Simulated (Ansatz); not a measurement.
**A computed series for SiC: response to strain**

Base system: SiC in the wurtzite structure (space group P6_3mc, No. 186; a = 3.0919 Å, c = 5.0742 Å). Axes: x lies along a and z along c of the hexagonal cell.

Strains are applied to the cell and any free atomic positions relax; under biaxial strain the out-of-plane vector relaxes too.

Calculations: PBE (Ansatz, a program for electronic structure), no SOC, earlier PAW set.

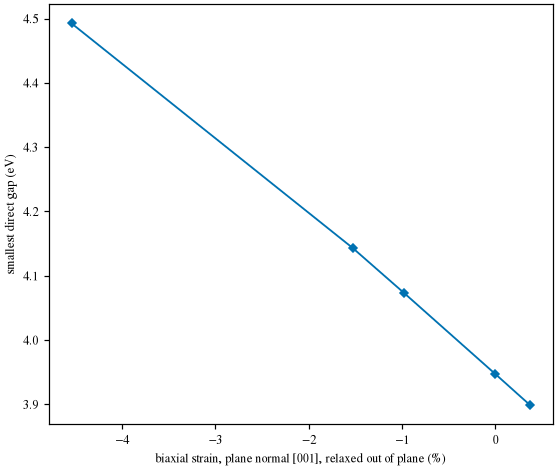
Figure: Smallest direct gap against biaxial strain, plane normal [001], relaxed out of plane

From the plot, what is the smallest direct gap for biaxial strain −0.98 %, plane normal [001], relaxed out of plane?

About 4.07 eV.

Is the trend monotonic over the range shown?

Yes, it falls throughout, spanning 3.90 eV to 4.49 eV.

No phonon test of stability was made.
